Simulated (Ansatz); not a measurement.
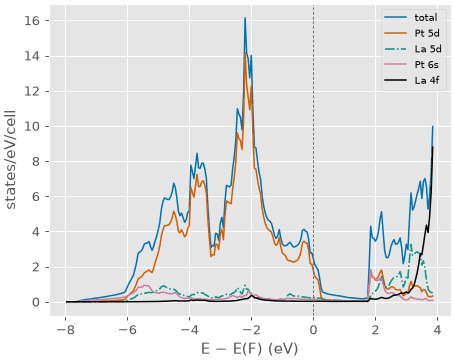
Figure: Total and projected density of states of LaPt3 (Cu3Au type, space group No. 221), DFT-LDA in the program Ansatz with PAW potentials

Task: Which orbitals carry the states next to the Fermi level?

Result: Within 0.5 eV of the Fermi level: Pt 5d 74 %, La 5d 10 %, La 6s 6 %, Pt 6s 5 %. Projections are on Löwdin-orthogonalised atomic valence shells; empty p or d shells of many metals are not among them.

Task: Where is the tallest occupied peak in this window, and what makes it?

Result: Near -2.2 eV, about 16 states/eV per cell; the largest projected share is Pt 5d.

Space group Pm-3m (Cu3Au type). The workflow started from an entry of the Crystallography Open Database (COD). Its standing as an ambient phase is unchecked. The cell was relaxed with LDA under the symmetry of its start; of distortions, only those at the zone centre were tested. No spin polarisation was allowed. Spin–orbit coupling is left out wherever it is not named.

Potentials: the later of the program's two PAW sets.
